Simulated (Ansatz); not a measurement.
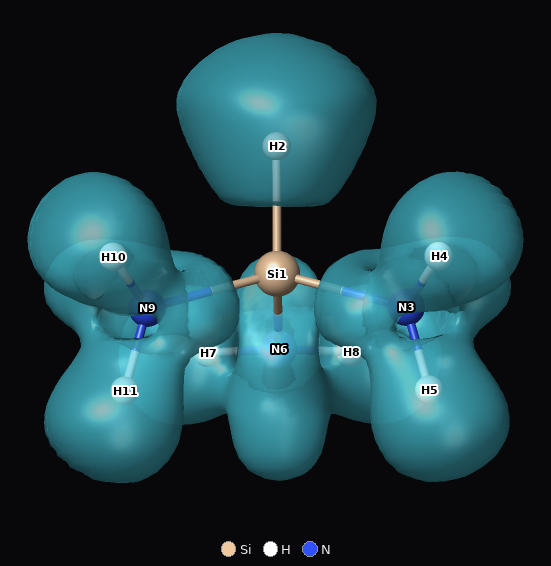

H7N3Si. Isosurface of the electron localisation function at 0.75 (cyan), seen from one side. Only the valence region is drawn (cores and ρ < 0.01 e/Å³ removed).

Theory: Ansatz 0.2.0, RKS B3LYP-D4/def2-SVP.

```xyz
11

Si   -0.0112   -0.0195   -0.0588
H     0.0271   -0.2442    1.4199
N     1.6617    0.1474   -0.4860
H     2.3673   -0.3795    0.0187
H     1.9387    0.2974   -1.4517
N    -0.7517    1.3942   -0.7182
H    -1.7622    1.4836   -0.7177
H    -0.2922    2.2945   -0.6314
N    -1.0017   -1.3208   -0.6369
H    -0.9830   -2.2180   -0.1628
H    -1.1869   -1.4351   -1.6291
```

### Identify the bonds, lone pairs and shells in this picture.

At this value the surface marks out one region around a hydrogen nucleus and three joined regions spread over several atoms (H, N), in which their bonds and any lone pairs are merged. Along the contacts the grid gives the following. Si–N (1.73 Å): the ELF peaks at about 0.95 between the atoms: a polar covalent bond. N–H (1.01 Å): the ELF climbs to about 1 towards the hydrogen, as it does in any bond to H (an ordinary covalent bond to hydrogen).
